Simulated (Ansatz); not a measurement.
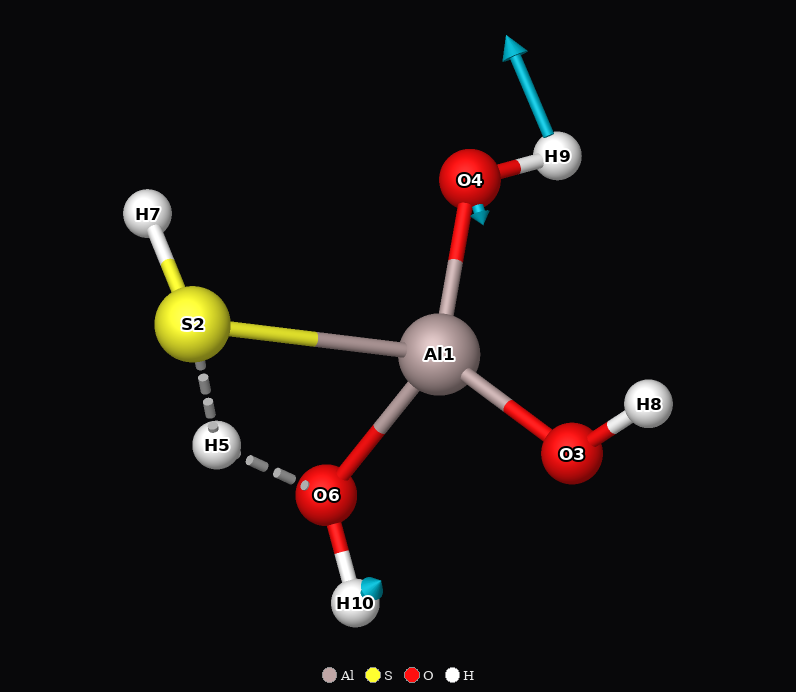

The arrows show one normal mode. Broken sticks mark bonds that form or break. Harmonic vibrations computed with RKS PBE0-D4/def2-TZVP (Ansatz 0.2.0) at a stationary point of the same level. It is a saddle point of order 1.

> At what wavenumber does it lie?

597 cm⁻¹; it is mode 13 of 24 counted from the lowest.
